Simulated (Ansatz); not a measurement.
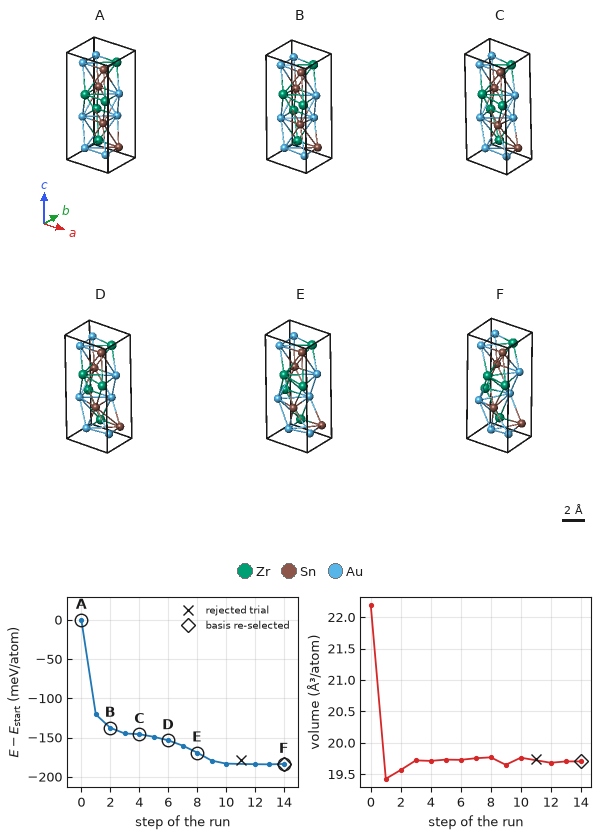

Frames of a relaxation of crystalline Zr$_{5}$Sn$_{4}$Au$_{7}$ (a generated structure, set up in P1) (coarse preliminary run), marked on the history of the run. The picture is a ball-and-stick view of the cell of the calculation, seen from a free direction.

Case: elements placed on the hcp lattice with unlike neighbours.

Level of theory: DFT PBEsol, scalar-relativistic, plane waves, PAW in Ansatz 0.2.0. (plane-wave cutoff 420 eV; k-point mesh 3 × 3 × 2; occupations gaussian; smearing width 0.1 eV; mesh shifted by (0, 0, 0.5); no spin polarisation; cell and atoms relaxed; force threshold 0.04 eV/Å; at most 50 steps)

What happens along the run?

The largest move relative to the cell is that of a Zr atom, 0.94 Å roughly along [−2 −3 0]. By element the largest moves are Zr 0.94 Å, Sn 0.90 Å, Au 0.85 Å. The drawn cell changes as follows: a 6.351 → 6.319 Å (−0.5 %), b 6.351 → 6.000 Å (−5.5 %), c 10.162 → 9.848 Å (−3.1 %), α 90.0° → 87.6°, β 90.0° → 91.0°, γ 120.0° → 122.3°; the volume changes by −11.2 %. Some distances before and after: Sn–Zr 4.422 → 2.984 Å, Au–Zr 4.475 → 3.129 Å, Au–Sn 4.481 → 3.149 Å, Zr–Zr 4.463 → 3.170 Å. New bonds form, among them: Au–Zr (4.47 → 3.13 Å), Sn–Zr (4.42 → 2.98 Å), Zr–Zr (4.46 → 3.17 Å). Bonds break, among them: Au–Zr (3.13 → 4.41 Å). The space group stays P1 (No. 1). After 12 accepted moves (14 points after the start) the energy has fallen by 184 meV per atom. The largest force component goes from 0.8 to 0.032 eV/Å. The pressure goes from −11.15 to 0.00 GPa. The line search rejected the trial step at point 11 of the run. At 1 point the geometry stayed and the basis and grid were re-selected for the new cell (energy shift of 0.5 meV per atom at most each time). Cost: 8.2 min on 4 threads of Intel(R) Xeon(R) Processor @ 2.50GHz (Skylake/Cascade Lake), on a shared host, peak memory 1.5 GiB. From step 0 to 2: Zr atoms move most (0.19 Å), volume −11.8 %, energy −138 meV per atom. From step 2 to 4: a Zr atom moves most (0.26 Å), volume +0.7 %, energy −8.1 meV per atom. From step 4 to 6: a Sn atom moves most (0.37 Å), energy −7.8 meV per atom. From step 6 to 8: a Zr atom moves most (0.36 Å), volume +0.2 %, energy −15.6 meV per atom. From step 8 to 14: a Zr atom moves most (0.31 Å), volume −0.3 %, energy −14.5 meV per atom.
